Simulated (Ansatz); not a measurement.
A series of calculations on C₃H₉BFN

## 1. Relaxation

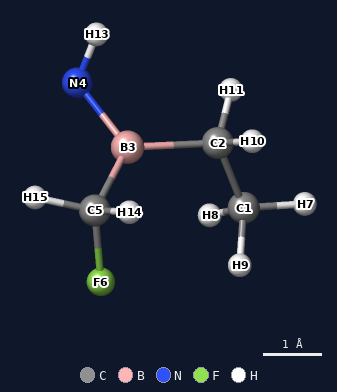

This is the input geometry for a relaxation of C₃H₉BFN. Style: ball-and-stick. Shown at a tilt.

The run prepares an end point of a later path (torsion) calculation, from a guessed geometry.

These are results of RKS B3LYP/STO-3G (Ansatz 0.2.0), not measurements.

The input:
```yaml
crystal:
  periodic: [false, false, false]
  atoms:
    - { symbol: C, position_ang: [-0.544, 0.929, 1.4738] }
    - { symbol: C, position_ang: [0.4046, -0.075, 0.981] }
    - { symbol: B, position_ang: [0.1139, -0.4969, -0.5534] }
    - { symbol: "N", position_ang: [-0.1511, -1.9269, -0.8744] }
    - { symbol: C, position_ang: [0.3788, 0.5316, -1.7429] }
    - { symbol: F, position_ang: [-0.5674, 1.5615, -1.6644] }
    - { symbol: H, position_ang: [-0.3926, 1.1836, 2.543] }
    - { symbol: H, position_ang: [-1.595, 0.6222, 1.3309] }
    - { symbol: H, position_ang: [-0.4612, 1.9411, 0.9439] }
    - { symbol: H, position_ang: [1.442, 0.3302, 1.0975] }
    - { symbol: H, position_ang: [0.3153, -0.9711, 1.6496] }
    - { symbol: H, position_ang: [-1.089, -2.1468, -0.3397] }
    - { symbol: H, position_ang: [0.4739, -2.5245, -0.4922] }
    - { symbol: H, position_ang: [1.3673, 0.9884, -1.6267] }
    - { symbol: H, position_ang: [0.2827, 0.0027, -2.6967] }
basis:
  gaussian: { orbitals: STO-3G }
hamiltonian:
  xc: b3lyp
relax:
  f_tol: 0.015
  max_steps: 40
```

Command:
```bash
ansatz run input.yaml --threads 1 --pin off --max-ram 2048MiB --backend cpu --events-out ev --progress --plain --runs-dir out
```

Where does the relaxation end?

Answer. After 19 geometry steps the energy has fallen by 250.2 kJ/mol. The largest force component goes from 6.8 to 0.014 eV/Å. The largest move after the best rigid fit is that of H13, 1.32 Å. Largest moves by element: H 1.32 Å, F 0.84 Å, N 0.23 Å, C 0.21 Å, B 0.21 Å. Near-neighbour distances that change, for instance: B3–N4 1.489 → 1.389 Å, C1–C2 1.467 → 1.564 Å, N4–H13 0.945 → 1.041 Å, N4–H12 1.102 → 1.040 Å. Bond angles that change, for instance: B3–N4–H12 103.8° → 123.5°, B3–N4–H13 113.7° → 124.5°, H12–N4–H13 103.9° → 112.0°. Groups turn about B3–C5 by about 45°.

Step by step:

| step | E − E(0), kJ/mol | largest force component, eV/Å |
| --- | --- | --- |
| 0 | 0.00 | 6.8242 |
| 1 | -69.32 | 1.7243 |
| 2 | -83.94 | 0.4351 |
| 3 | -94.89 | 1.6934 |
| 4 | -114.23 | 2.2633 |
| 5 | -140.14 | 1.9850 |
| 6 | -172.58 | 1.9727 |
| 7 | -198.39 | 1.5375 |
| 8 | -219.87 | 1.6222 |
| 9 | -239.34 | 0.6449 |
| 10 | -243.90 | 0.8018 |
| 11 | -248.61 | 0.4132 |
| 12 | -248.87 | 0.6788 |
| 13 | -249.81 | 0.1014 |
| 14 | -250.06 | 0.0748 |
| 15 | -250.14 | 0.0959 |
| 16 | -250.16 | 0.0588 |
| 17 | -250.19 | 0.0204 |
| 18 | -250.20 | 0.0143 |
| 19 | -250.21 | 0.0139 |

Final geometry:

```xyz
15

C    -0.6869    1.0709    1.4076
C     0.3173   -0.0950    1.1271
B     0.2138   -0.5753   -0.3866
N     0.0115   -1.9124   -0.7056
C     0.3618    0.4877   -1.5978
F     0.0979    1.8386   -1.2257
H    -0.4846    1.5554    2.3753
H    -1.7244    0.7030    1.4170
H    -0.5844    1.8091    0.5920
H     1.3374    0.2890    1.3103
H     0.1561   -0.9169    1.8449
H    -0.0701   -2.6669    0.0062
H    -0.0690   -2.2808   -1.6756
H     1.4047    0.4293   -2.0046
H    -0.3027    0.2134   -2.4553
```

After the run, drawn alike:

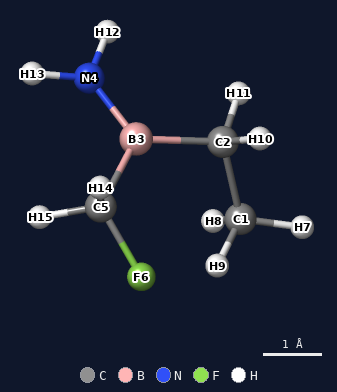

Limits of the set-up: STO-3G is a minimal basis, so the numbers are rough.

## 2. Relaxation

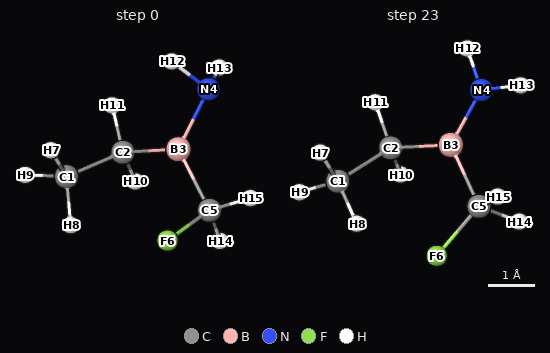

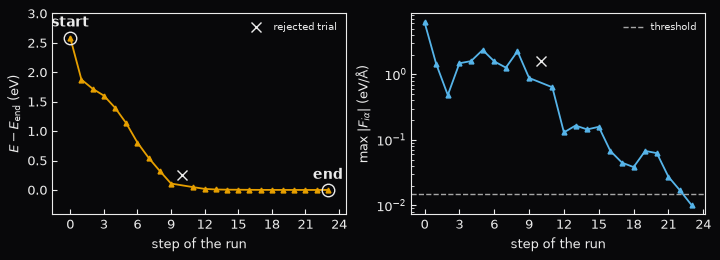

First and last geometry of a relaxation of C3H9BFN, with the history of the run. A ball-and-stick model, seen at a tilt.

The run prepares an end point of a later path (torsion) calculation, from a guessed geometry.

Computed with RKS B3LYP/STO-3G in Ansatz 0.2.0. Settings: no spin polarisation; force threshold 0.015 eV/Å; at most 40 steps.

> Did the run converge, and what did it change?

It converged. H13 moves most after the best rigid fit: 1.32 Å. Largest moves by element: H 1.32 Å, F 0.88 Å, N 0.25 Å, B 0.22 Å, C 0.21 Å. Among the contacts that change: B3–N4 1.489 → 1.390 Å, C1–C2 1.467 → 1.564 Å, N4–H13 0.945 → 1.041 Å, N4–H12 1.102 → 1.040 Å. Bond angles that change, for instance: B3–N4–H12 103.8° → 123.6°, B3–N4–H13 113.7° → 124.4°, H12–N4–H13 103.9° → 112.0°. Groups turn about B3–C5 by about 45°. Over 22 accepted moves (23 points after the start) the energy falls by 2.590 eV. Largest force component: 6.2 eV/Å at the start, 0.01 eV/Å at the end. The line search rejected the trial step at point 10 of the run.

Limits of the set-up: STO-3G is a minimal basis, so the numbers are rough.

## 3. Path

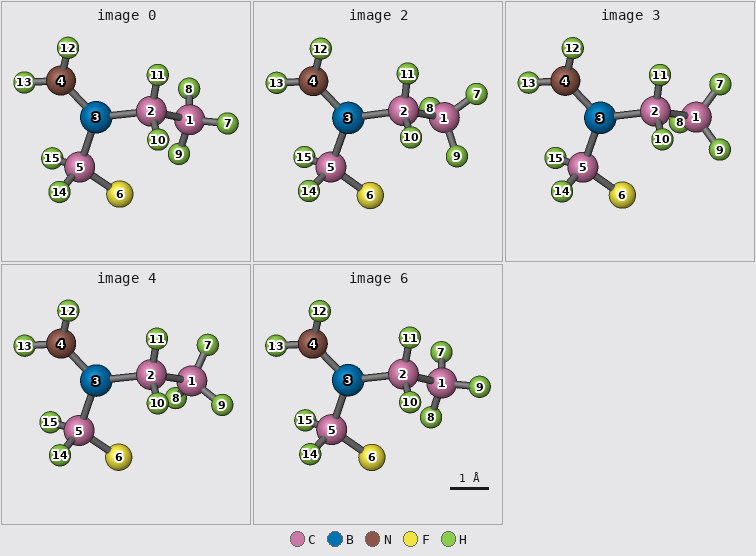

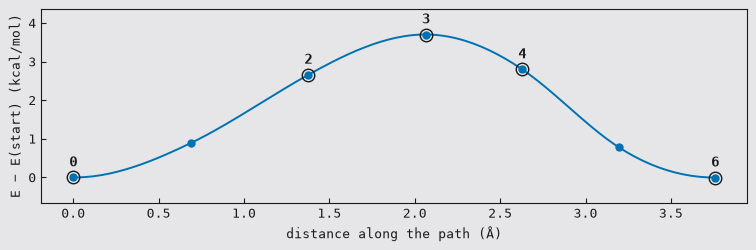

A search for the minimum-energy path of C$_{3}$H$_{9}$BFN by the nudged elastic band. Images are numbered from 0 (start) to 6 (end). The picture is a ball-and-stick view, seen at a tilt.

Theory: Ansatz, RKS B3LYP/STO-3G. Settings: 5 movable images; climbing image; force threshold 0.05 eV/Å; iteration limit 50; starting path by image-dependent pair potential.

**Read off the barrier and say what moves.**

The motion is a rotation about the C1–C2 bond by about 120°. No bond forms or breaks between the ends. Bond angles that change up to the highest image, for instance: C2–C1–H9 107.8° → 111.0°, C1–C2–B3 110.7° → 113.6°. The barrier is about 3.70 kcal/mol in both directions, with image 3 at the top; the ends have the same energy. The band converged in 7 iterations. The largest component of the band force went from 0.87 to 0.02 eV/Å. The climbing image converged on the top of the path. Its vibrational analysis gives 2 imaginary modes over 30i cm⁻¹, so it isn't confirmed as a transition state.

Limits of the set-up: STO-3G is a minimal basis, so the numbers are rough.
